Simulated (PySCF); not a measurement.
# CH7FGaN, SMILES `[NH3+][GaH2-][CH2]F`: electronic structure

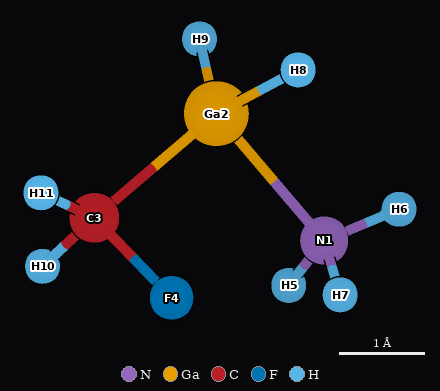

The molecule, with its atoms numbered as below. No frequency check shows the geometry to be a minimum.

Coordinates in Å:

```
N1       0.9877   -1.5140   -0.1677
Ga2      0.5006    0.5607    0.0602
C3      -1.4629    0.4196   -0.4249
F4      -1.6861   -0.7588    0.3578
H5       0.8630   -1.8667   -1.1162
H6       1.9365   -1.7348    0.1310
H7       0.3376   -2.0164    0.4386
H8       0.7862    0.6673    1.5769
H9       1.5460    1.1840   -0.9051
H10     -1.7669    0.1453   -1.4422
H11     -2.1837    1.1503   -0.0456
```

### 1. Bonding charge

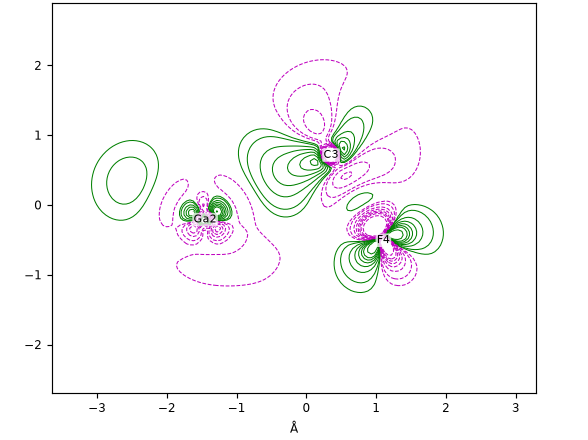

Deformation density (molecule less spherical, spin-averaged free atoms) in the plane of Ga2, C3 and F4; contours at ±0.05 to ±0.8 e/Å³; solid green lines: gain, dashed magenta lines: loss.

Computed with PySCF, ωB97X/cc-pVDZ, geometry: GFN2-xTB.

Question: How much density has each bond in this plane gained at its critical point, relative to the free atoms?

Answer: Ga2–C3: +0.14 e/Å³ at the bond critical point (bond length 2.03 Å, Mayer order 0.9). C3–F4: −0.19 e/Å³ at the bond critical point (bond length 1.43 Å, Mayer order 0.9). In all, 2.4 electrons gather in the regions of gain relative to the promolecule. A small or negative value marks a very polar bond, one between electron-rich atoms, whose free-atom densities already overlap strongly, a long bond to a heavier atom, or a closed-shell contact such as a hydrogen bond.

Question: Where do the Hirshfeld charges lie?

Answer: The highest Hirshfeld charge is on Ga2 (+0.27 e), the lowest on H9 (−0.18 e).

### 2. Bond critical points

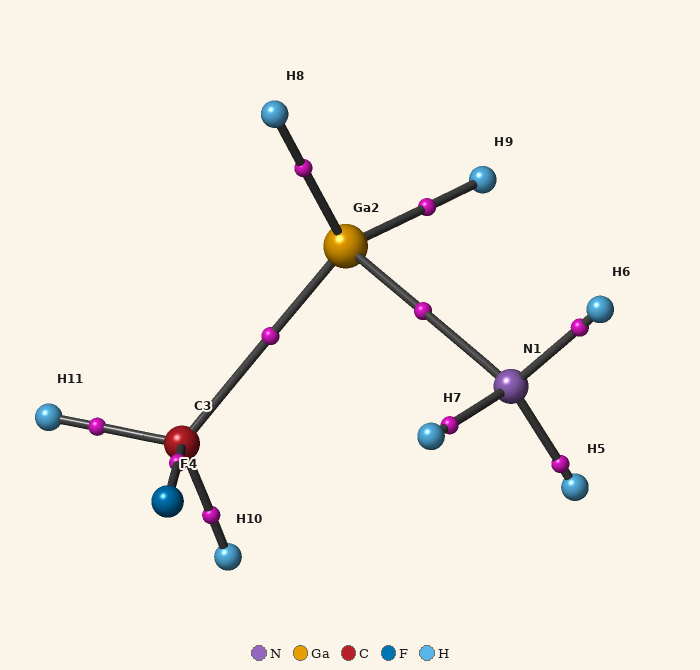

Molecular graph of the electron density (QTAIM): bond paths, bond critical points (magenta), ring points (cyan, if any); weak paths are dashed.

Question: How many critical points of each kind are there, and does the count close?

Answer: 11 nuclei, 10 bond, 0 ring and 0 cage critical points: 11 − 10 + 0 − 0 = 1, as the Poincaré–Hopf relation requires.

Question: What does the calculation give at each kind of bond critical point?

Answer:
| bond | length (Å) | ρ (a.u.) | ∇²ρ (a.u.) | ε | H (a.u.) |
| --- | --- | --- | --- | --- | --- |
| N1–H6 | 1.019 | 0.327 | −1.52 | 0.03 | −0.427 |
| N1–H5 | 1.020 | 0.327 | −1.52 | 0.03 | −0.425 |
| N1–H7 | 1.021 | 0.325 | −1.54 | 0.03 | −0.428 |
| C3–H11 | 1.094 | 0.278 | −1.02 | 0.08 | −0.296 |
| C3–H10 | 1.097 | 0.276 | −1.00 | 0.09 | −0.292 |
| C3–F4 | 1.432 | 0.202 | −0.06 | 0.20 | −0.237 |
| Ga2–H8 | 1.547 | 0.116 | +0.19 | 0.03 | −0.054 |
| Ga2–H9 | 1.553 | 0.115 | +0.19 | 0.03 | −0.053 |
| Ga2–C3 | 2.028 | 0.103 | +0.20 | 0.05 | −0.043 |
| N1–Ga2 | 2.143 | 0.062 | +0.23 | 0.01 | −0.013 |

Question: What kind of interaction is Ga2–H8?

Answer: Polar or intermediate (positive Laplacian, negative energy density H): ρ = 0.116, ∇²ρ = +0.19, H = −0.054 a.u.

### 3. Local ionisation energy

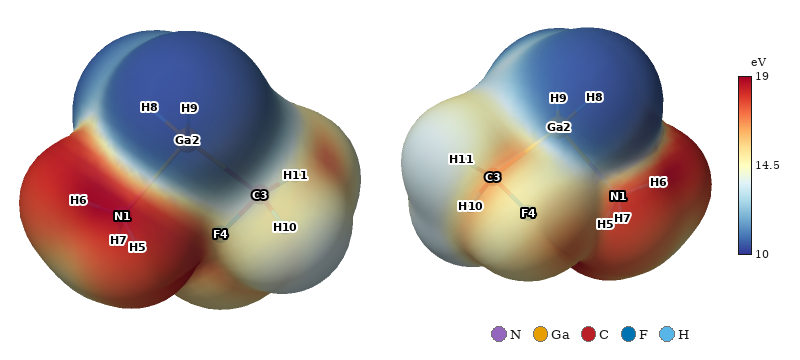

Average local ionisation energy on the surface of electron density 0.001 a.u. (back view left, front view right).

Question: Locate the minima of the map.

Answer: The lowest value is 10.4 eV, 1.5 Å from H9. Further minima include 13.3 eV, 1.5 Å from H10; 14.6 eV, near H6 (1.72 Å), H5 (1.79 Å), H7 (1.83 Å) and N1 (1.87 Å); 14.6 eV, 1.6 Å from F4. For comparison, the highest occupied orbital lies at −9.2 eV.

Question: What volume does the surface enclose, and what is the dipole moment?

Answer: About 112 Å³; the dipole moment is 4.1 D.

### 4. Excited states

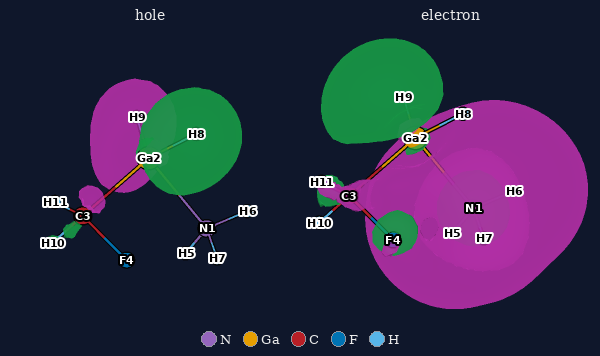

Leading natural transition orbital pair of S₂ (TDA singlet states); the surfaces enclose about 70 % of each orbital's density.

Method: B3LYP/def2-SVP; geometry: GFN2-xTB; program: PySCF. Without diffuse functions Rydberg states are missing, so the states' numbers hold for this basis only.

Question: Where does the state lie, and where do hole and electron sit?

Answer: 6.38 eV (194 nm), f = 0.001 (very weak), partly diffuse acceptor orbital, which a basis without diffuse functions describes poorly; the leading pair carries 100 %; hole on Ga2 (36 %), H8 (35 %) and H9 (21 %), electron on Ga2 (26 %), H5 and H6 (17 % each) and N1 (16 %) (atom shares of so diffuse an orbital are rough); their centroids lie 1.7 Å apart. In canonical orbitals it is mainly HOMO−1 → LUMO (99 %). The HOMO–LUMO gap is 6.70 eV.

### 5. Removing or adding an electron

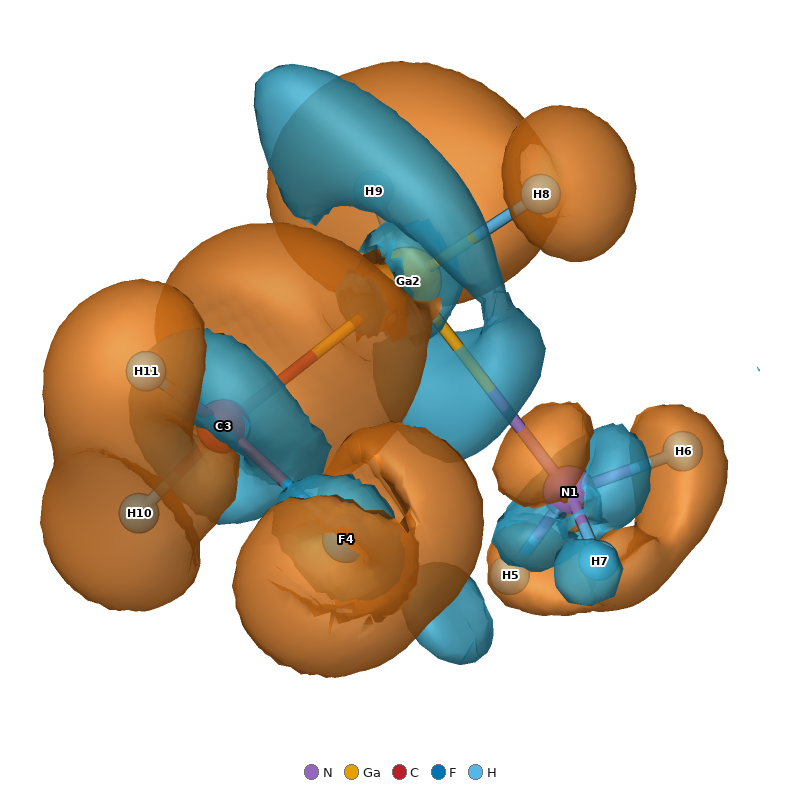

Dual descriptor f⁺ − f⁻ at ±0.015 e/Å³ (light blue positive, orange negative).

Method: PBE0/6-311G**; geometry: GFN2-xTB; program: PySCF.

Question: Which atoms come out as electrophilic, and which as nucleophilic?

Answer: Electrophilic (positive): Ga2 (+0.15) and H6 (+0.12). Nucleophilic (negative): C3 (−0.15) and F4 (−0.13). f⁻ (Hirshfeld-condensed) is largest on Ga2 (0.19), C3 (0.18) and H9 (0.17); the vertical ionisation energy is 9.17 eV (the stability of the cation's solution wasn't checked). f⁺ (Hirshfeld-condensed) is largest on Ga2 (0.34); the vertical electron affinity is −1.25 eV (the stability of the anion's solution wasn't checked; negative, but this basis has no diffuse functions, so it doesn't show that the anion is unbound).

The PySCF runs shown took 28 s, 4.1 min and 2.6 min on 1 thread of Intel(R) Xeon(R) Processor @ 2.50GHz (Skylake/Cascade Lake) (shared host).
